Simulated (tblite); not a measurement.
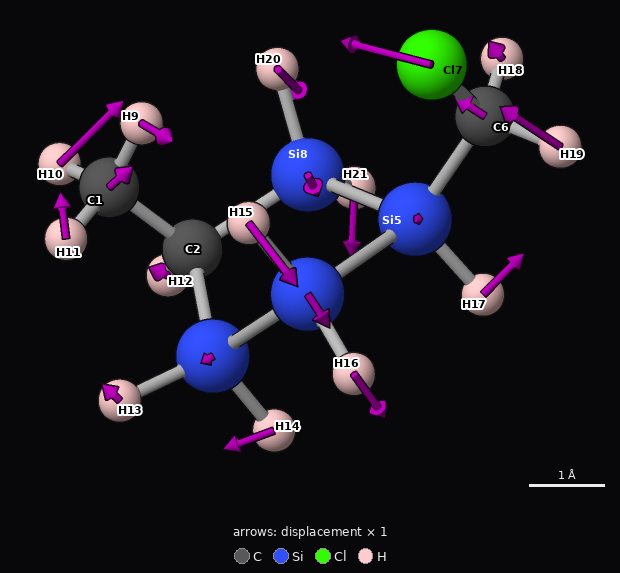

A relaxation of C3H13ClSi4. The starting structure is drawn; purple arrows show the displacements, at their true length. The two geometries are superimposed by the best rigid fit.

A ball-and-stick model, seen from a free direction.

All numbers below come from GFN2-xTB geometry optimisation, gas phase in tblite 0.8.0. 

Describe the change and its energy.

Over 157 geometry steps the energy falls by 1.226 eV. The atom that moves furthest after the best rigid fit is the Cl atom (1.51 Å). By element the largest moves are Cl 1.51 Å, H 1.31 Å, Si 0.58 Å, C 0.53 Å. Near-neighbour distances that change, for instance: Si–Si 2.208 → 2.336 Å, Si–Si 2.230 → 2.347 Å, C–Si 1.829 → 1.925 Å, Si–Si 2.242 → 2.329 Å. Among the angles between lasting bonds that change: H–Si–H 114.1° → 103.6°, C–Si–H 110.4° → 100.6°, Si–Si–H 108.1° → 116.2°. Groups turn about Si–Si by about 40°, C–C by about 40°, Si–Si by about 35°.
